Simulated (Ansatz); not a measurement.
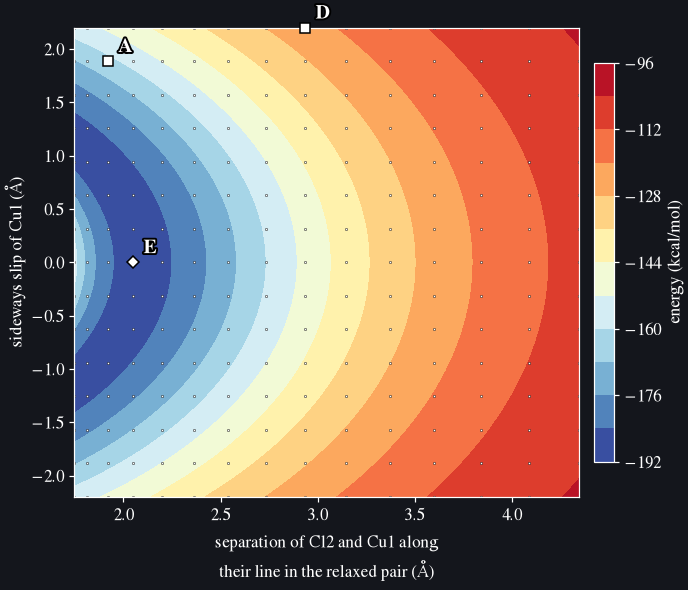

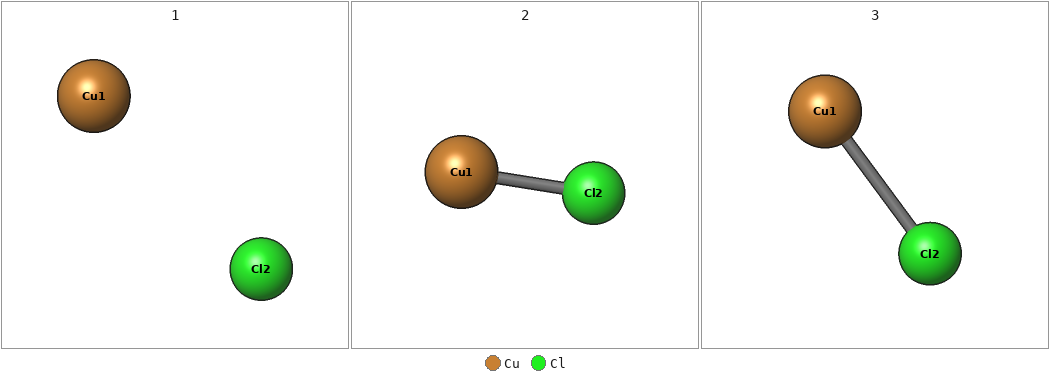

ClCu. Coordinates scanned: (1) separation of Cl2 and Cu1 along their line in the relaxed pair; (2) sideways slip of Cu1. Nothing is relaxed (both partners rigid). The scan uses a 15 × 15 grid; 119 points were computed and 106 follow by symmetry. Points are written as (first, second). Energies are in kcal/mol, from the two partners as ions far apart, frozen as in the relaxed pair, each in its own basis (no counterpoise correction). These are results of RKS PBE-D4/def2-SVPD in Ansatz, not measurements.

Drawn: filled contours, dots at the grid points, lettered points. Between grid points the surface is interpolated. The numbered pictures are the structures at these points, in random order.

Which structure belongs to which point?

A is structure 3: (1.918 Å, 1.886 Å), −162 kcal/mol; D is structure 1: (2.935 Å, 2.200 Å), −123 kcal/mol; E is structure 2: (2.048 Å, 0.000 Å), −187 kcal/mol.
